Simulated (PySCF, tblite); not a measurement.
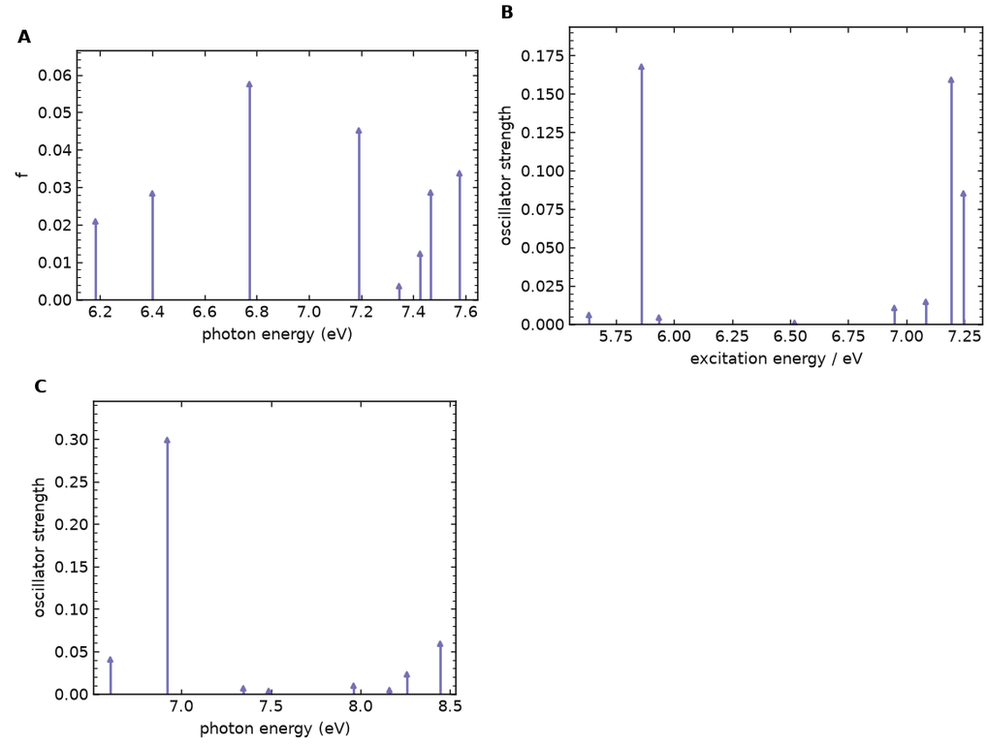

Vertical TDDFT excitations, ωB97X-D/def2-SVPD with PySCF 2.14.0, at a GFN2-xTB geometry (a minimum by its frequencies), gas phase. Each panel shows the lowest singlet states that were computed.

> Assign the panels.
1. C₃H₁₀GeSSi, SMILES C=C([CH2][GeH3])S[SiH3], singlet
2. C₄H₁₀GeO, SMILES C=C([CH2][GeH3])OC, singlet
3. C₃H₁₂GeN₂, SMILES CN(C)[CH2][GeH2][NH2], singlet

A: 3 (S1 at 6.18 eV, brightest at 6.77 eV)
B: 1 (S1 at 5.63 eV, brightest at 5.86 eV)
C: 2 (S1 at 6.61 eV, brightest at 6.92 eV)

Limits of at least one run: core orbitals are frozen in the response; one conformer of a flexible molecule; the tight-binding geometry is rougher than a DFT one and adds to the error.
